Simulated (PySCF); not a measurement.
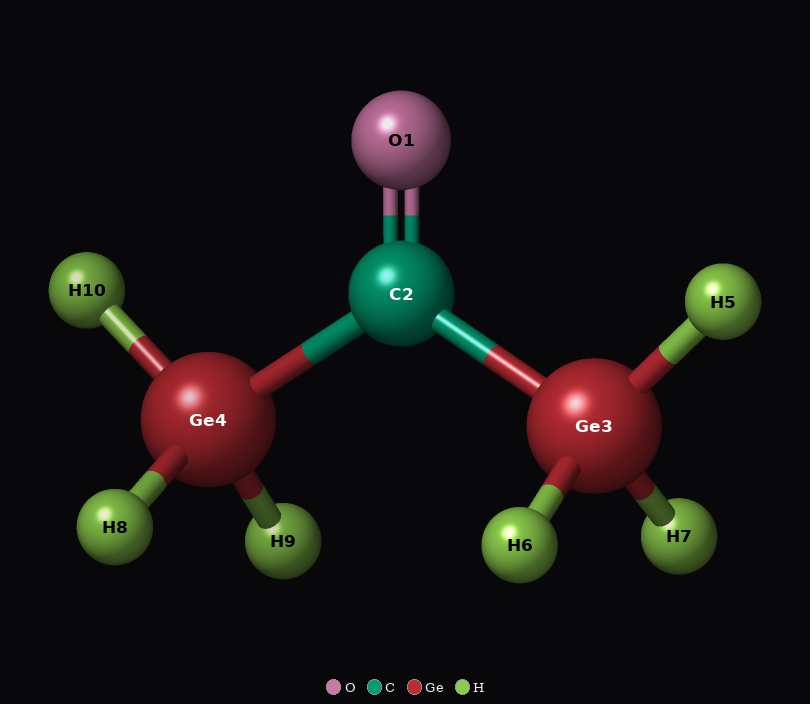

Computed geometry: PBE0-D3(BJ)/def2-SVP optimisation. No frequency run is at hand to confirm it as a minimum. Properties computed with delta-SCF UKS B3LYP, pcX-2 on the ionised atom, pcseg-1 elsewhere, spin-free X2C (PySCF 2.14.0).

Give the core-electron binding energies (to vacuum) of O1 1s, C2 1s.

| atom | level | binding energy (eV) |
| --- | --- | --- |
| O1 | 1s | 538.0 |
| C2 | 1s | 292.9 |
